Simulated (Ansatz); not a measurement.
# Nudged elastic band of SiH$_{5}$F (part 2 of 2)

The same run, continued: SiH$_{5}$F; RKS PBE/def2-SVP (Ansatz 0.2.0). The run did not end well. It belongs to a series of runs on one base structure; here: band between the two ends.

Geometry of the input (Å):
```
Si 0.2521  -0.0004  -0.1071
H  0.2019  -0.0014  1.4040
H  1.7020  0.0008  -0.5018
H  -0.4164  1.2358  -0.6260
H  -0.4150  -1.2367  -0.6276
F  -2.4414  -0.0001  1.2992
H  -1.6490  0.0020  1.7997
```

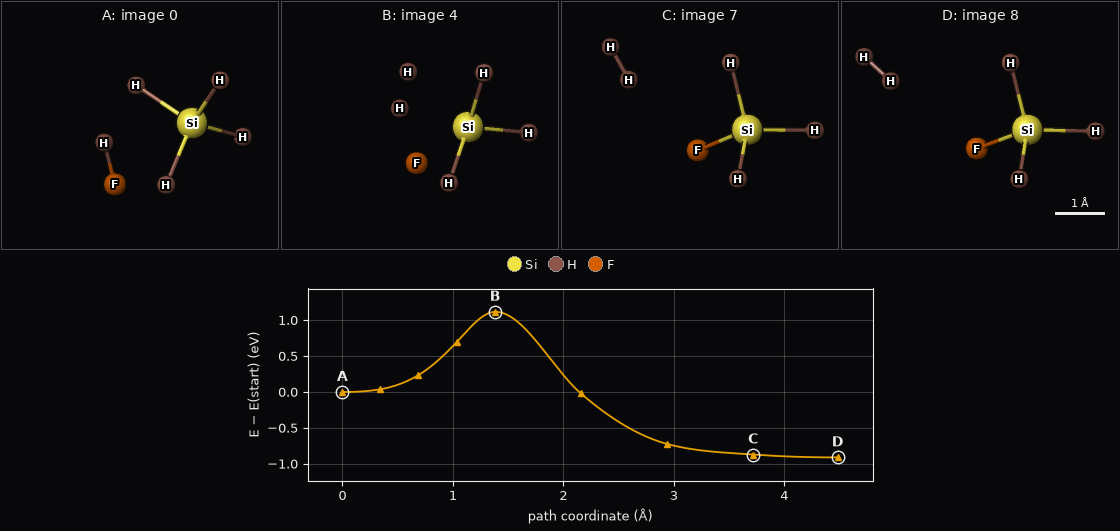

Fig. 1: Images of the last band (counted from 0; ball-and-stick, seen at a tilt) above the energy along the path; the line is a cubic interpolation that uses the forces. The highest image is number 4, 1.117 eV above the start and 2.027 eV above the end (the climbing image); the end lies 0.911 eV below the start. The path is 4.48 Å long. The band had not converged after 60 iterations.

```
Unfinished report: {"positions_ang":[[-0.2031796686396596,0.0000525683426598057,-0.04495320490422976],[0.06477861824207982,-7.54281025984182e-6,1.6707800605537506],[1.3144615951514933,0.0002455957220618742,-0.07163653370916194],[-0.5599232164558138,1.2882489752376536,-0.7224328256462613],[-0.5595963255997098,-1.2881379208587036,-0.7226157826731682],[-1.9004690521281578,-0.00024888570453373177,0.8985148080745048],[-0.921771940570233,-0.00015278992887833752,1.6327414883045646]],"unchecked":["starts","cluster_reference","orbital_swaps","neighbouring_geometries","increment"],"mean_field":{"relativity":"none","state":{"energy":{"ev":-10662.41649717406,"hartree":-391.8365790256683},"converged":true,"gradient_ev":0.000026709933298532727,"stability":{"kind":"minimum","curvature_ev":72.35866133100501},"curvature_floor_ev":0.00030000000000000003,"spin_squared":-2.4868995751603507e-14},"others":[],"fillings":{"estimated":0,"unestimated":0,"tried":0,"untried":0,"excluded_magnetic_sites":0},"n_dropped_functions":0,"n_trapped_functions":0,"passes":{"evaluations":2,"products":13},"factors":{"origin":"density fitting in generated functions","count":634,"bound_ev":null},"gradient_stop_ev":0.00009,"reference_kind":"stationary","functional":{"name":"PBE","citations":["Perdew, Burke & Ernzerhof, Phys. Rev. Lett. 77, 3865 (1996) doi:10.1103/PhysRevLett.77.3865"],"text":"name \"PBE\"\ncite \"Perdew, Burke & Ernzerhof, Phys. Rev. Lett. 77, 3865 (1996) doi:10.1103/PhysRevLett.77.3865\"\nparent pbe\nparameter kappa = 0.804\nparameter beta = 0.06672455060314922\nexchange = pbe_x(kappa = kappa, mu = beta*pi^2/3)\ncorrelation = pbe_c(beta = beta)\n","parameters":{"beta":{"value":0.06672455060314922,"default":0.06672455060314922},"kappa":{"value":0.804,"default":0.804}},"final_grid":{"core_spheres":13.0,"valence_spheres":11.0,"degree":36.0},"final_grid_parameter_source":"default","radial_points_factor":1.0,"radial_grid_error_ev":3.125828648923977e-7,"grid_sensitivity":"normal","grid_sensitivity_ratio":0.001870803151768979},"unsmoothed_excess_ev":-0.000028155383643741457,"symmetry":{"irreps":["A"],"axes":[[0.9999708455309332,-0.000022816332215643375,-0.00763593920649816],[0.000023246719999597385,0.9999999981463749,0.00005627468590924934],[0.0076359379083620615,-0.00005645055579132717,0.9999708442077669]],"occupied":[{"A":14},{"A":14}]},"density_repulsion":{"missed_ev":0.00006343361205161337,"excess_ev":0.00006343361205161337,"most_excess_ev":0.00036399999999999996,"are_drawn_again":false,"n_first_factors":634,"energy_change_ev":0.0,"n_dropped_ends":0},"direct_passes":"host"},"factors":{"origin":"density fitting in generated functions","count":634,"bound_ev":null},"n_frozen":0,"n_occupied":[14,14],"n_virtual":[43,43],"reference":{"ev":-10662.41649717406,"hartree":-391.8365790256683},"total":{"ev":-10662.41649717406,"hartree":-391.8365790256683},"forces_ev_per_angstrom":[[0.009872429329994471,-3.7755584316397746e-6,0.004429154429918904],[0.0003663167759731724,-1.4936641939428663e-6,0.0033300194785513644],[0.010776422119980877,-2.217385928755945e-6,0.003197997900147428],[-0.006909859352378016,-0.013362336029626635,-0.011053309454134014],[-0.006902731464769771,0.013357696494791762,-0.011070268407319107],[0.0016117197611737219,-6.324591281356278e-7,0.009376664368257936],[-0.00881429717066518,0.000012758607654617285,0.001789741691292688]],"charge_distribution":{"dipole_moment_e_ang":[0.1562473187148557,0.000019140450312133302,0.06780824074436985],"mulliken_charges_e":[0.3780713408496563,-0.13836158000439513,-0.06403259292338537,-0.04576357823949828,-0.04576441816264798,-0.3146001252375452,0.23045095371774016],"lowdin_charges_e":[0.3057760564932188,-0.005019577290600763,-0.0950731086701202,-0.0704651302628192,-0.07046566644394314,-0.06703922302236087,0.0022866491965254365]},"n_threads":1,"memory_gib":1.7045454550534487,"seconds":{"hamiltonian":0.681512129,"orbitals":0.0,"second_order":0.0,"solver_start":0.0,"cycles":0.0,"cycle":0.0,"perturbative":0.0,"full_ci_increment":0.0,"forces":0.0}}
this run last wrote the band of iteration 60 to [file]
Error: NEB band did not converge after 60 iterations: max|band force component| = 1.31e-1 eV/Å (threshold 5.0e-2); raise `neb.max_iterations` in a new run, which can start from the last band evaluated (`neb.initial_path`, with `crystal.atoms` and `neb.final_atoms` set to its first and last images), add images, or start from endpoints closer to local minima. Where this run's directory can be resumed (`checkpoint.write`), a resume goes on for up to `neb.max_iterations` more; to start a new run from the last band, take its images' positions from the `neb_iteration` event of iteration 60 (`data.images[].positions_ang`), in the event stream of the run that computed that iteration (not this run's, if it was resumed behind it). With `checkpoint.write`, `steps/00-neb/state/checkpoint.json` in the run directory holds the last saved band, under `neb.evaluated.images[].positions_ang` (a band under a hybrid functional on support functions is neither saved nor resumed: `neb.initial_path` says where its path is): check the last entry of `neb.iterations` there, which is earlier than 60 if that iteration was not saved or its write failed. If the band's step has no `state` directory and holds `state.next`, a write was cut short, and the file is under `state.next` instead (behind a loss of power it can be under `state.prev`)
this run wrote the band of iteration 60 to [file] as well, whether or not its events were kept: a new run's `neb.initial_path` can list its `images[].positions_ang`
a run's events are kept only if it was started with --events-out <file>, and are in that file
```

## The last band as extended XYZ (Å, eV, eV/Å)
```
7
Properties=species:S:1:pos:R:3:forces:R:3 image=0 energy=-10663.53317
Si    0.2521   -0.0004   -0.1071    0.0005   0.0007   0.0015
H     0.2019   -0.0014    1.4040    0.0003   0.0001  -0.0008
H     1.7020    0.0008   -0.5018    0.0001  -0.0003  -0.0005
H    -0.4164    1.2358   -0.6260    0.0000  -0.0002  -0.0001
H    -0.4150   -1.2367   -0.6276   -0.0001  -0.0001   0.0000
F    -2.4414   -0.0001    1.2992   -0.0002   0.0001   0.0007
H    -1.6490    0.0020    1.7997   -0.0006  -0.0003  -0.0008
7
Properties=species:S:1:pos:R:3:forces:R:3 image=1 energy=-10663.49590
Si    0.1764   -0.0001   -0.0696    0.0930   0.0000  -0.0225
H     0.1590   -0.0004    1.4494    0.0076   0.0001  -0.0468
H     1.6312    0.0003   -0.4265    0.0866   0.0000  -0.0881
H    -0.4832    1.2413   -0.5875    0.0417  -0.0121   0.0047
H    -0.4827   -1.2415   -0.5879    0.0417   0.0121   0.0048
F    -2.2945    0.0000    1.2030   -0.2557   0.0000   0.0439
H    -1.4718    0.0003    1.6596   -0.0149  -0.0001   0.1041
7
Properties=species:S:1:pos:R:3:forces:R:3 image=2 energy=-10663.29990
Si    0.0668    0.0001   -0.0492    0.3554   0.0000  -0.0444
H     0.1158    0.0000    1.4904    0.0488   0.0000  -0.2122
H     1.5365    0.0002   -0.2819    0.3298   0.0001  -0.3115
H    -0.5293    1.2496   -0.6305    0.0626  -0.0605   0.1166
H    -0.5291   -1.2494   -0.6307    0.0626   0.0604   0.1166
F    -2.1291   -0.0002    1.1329   -0.4168  -0.0001   0.2846
H    -1.2973   -0.0002    1.6094   -0.4423   0.0000   0.0503
7
Properties=species:S:1:pos:R:3:forces:R:3 image=3 energy=-10662.83943
Si   -0.0643    0.0001   -0.0336    0.6803   0.0001   0.0599
H     0.0981    0.0000    1.5677    0.1477   0.0000  -0.4868
H     1.4160    0.0002   -0.1626    0.5015   0.0001  -0.4130
H    -0.5556    1.2676   -0.6807    0.0264  -0.1116   0.1879
H    -0.5553   -1.2675   -0.6809    0.0264   0.1116   0.1879
F    -1.9752   -0.0003    1.0340   -0.3633  -0.0001   0.6406
H    -1.1294   -0.0002    1.5964   -1.0189  -0.0001  -0.1765
7
Properties=species:S:1:pos:R:3:forces:R:3 image=4 energy=-10662.41647
Si   -0.2032    0.0001   -0.0450    0.0099   0.0000   0.0044
H     0.0648    0.0000    1.6708    0.0004   0.0000   0.0033
H     1.3145    0.0002   -0.0716    0.0108   0.0000   0.0032
H    -0.5599    1.2882   -0.7224   -0.0069  -0.0134  -0.0111
H    -0.5596   -1.2881   -0.7226   -0.0069   0.0134  -0.0111
F    -1.9005   -0.0002    0.8985    0.0016   0.0000   0.0094
H    -0.9218   -0.0002    1.6327   -0.0088   0.0000   0.0018
7
Properties=species:S:1:pos:R:3:forces:R:3 image=5 energy=-10663.55145
Si   -0.3657    0.0000   -0.2357   -0.3378  -0.0001  -0.3689
H     0.0457    0.0001    2.0041    0.0907   0.0000   0.5667
H     1.0978    0.0003    0.1961   -0.4413  -0.0001   0.3508
H    -0.4945    1.3037   -0.9445    0.0152   0.0189  -0.4096
H    -0.4940   -1.3037   -0.9445    0.0152  -0.0189  -0.4096
F    -1.8231   -0.0003    0.6089    0.1895   0.0000  -0.3892
H    -0.7318   -0.0001    1.9560    0.4684   0.0001   0.6597
7
Properties=species:S:1:pos:R:3:forces:R:3 image=6 energy=-10664.25436
Si   -0.3538    0.0000   -0.4489   -0.0384   0.0000  -0.1355
H    -0.0437    0.0002    2.5267    0.0750   0.0000   0.2731
H     0.9639    0.0003    0.2789   -0.1930   0.0000   0.1359
H    -0.4388    1.2691   -1.2351    0.0231  -0.0444  -0.2243
H    -0.4382   -1.2692   -1.2350    0.0231   0.0444  -0.2243
F    -1.6971   -0.0003    0.5076    0.0314   0.0000  -0.0614
H    -0.7581    0.0000    2.2462    0.0788   0.0000   0.2365
7
Properties=species:S:1:pos:R:3:forces:R:3 image=7 energy=-10664.40402
Si   -0.2817    0.0000   -0.6101   -0.0175   0.0000  -0.0397
H    -0.3351    0.0002    3.0596    0.0251   0.0000   0.1269
H     1.0584    0.0004    0.0692   -0.0686   0.0000   0.0579
H    -0.4390    1.2437   -1.4306    0.0245  -0.0190  -0.0810
H    -0.4383   -1.2440   -1.4304    0.0245   0.0190  -0.0810
F    -1.4918   -0.0003    0.5037   -0.0425   0.0000  -0.0605
H    -0.8383    0.0000    2.4791    0.0545   0.0000   0.0773
7
Properties=species:S:1:pos:R:3:forces:R:3 image=8 energy=-10664.44389
Si   -0.2280   -0.0001   -0.7711    0.0021   0.0000   0.0081
H    -0.6257    0.0002    3.5362   -0.0021   0.0000  -0.0041
H     1.1471    0.0004   -0.1692   -0.0074   0.0000  -0.0038
H    -0.4371    1.2310   -1.6028   -0.0002  -0.0018   0.0015
H    -0.4363   -1.2314   -1.6025   -0.0002   0.0018   0.0016
F    -1.3311   -0.0003    0.4480    0.0056   0.0000  -0.0076
H    -0.8547    0.0001    2.8019    0.0021   0.0000   0.0042
```

## Outcome

| quantity | value |
| --- | --- |
| outcome | not converged |
| barrier, forward (band not converged) | 1.117 eV |
| barrier, backward | 2.027 eV |
| hardware | 1 thread of Intel Xeon (Granite Rapids), 32 GiB of memory available, shared host |
| wall time | 4.2 min |
| peak memory | 0.1 GiB |

## What went wrong

The run did not converge: “NEB band did not converge after 60 iterations: max|band force component| = 1.31e-1 eV/Å (threshold 5.0e-2); raise `neb.max_iterations` in a new run, which can start from the last band evaluated (`neb.initial_path`, with `crystal.atoms` and `neb.final_atoms` set to its first and last images), add images, or start from endpoints closer to local minima …” Its last values are not results.
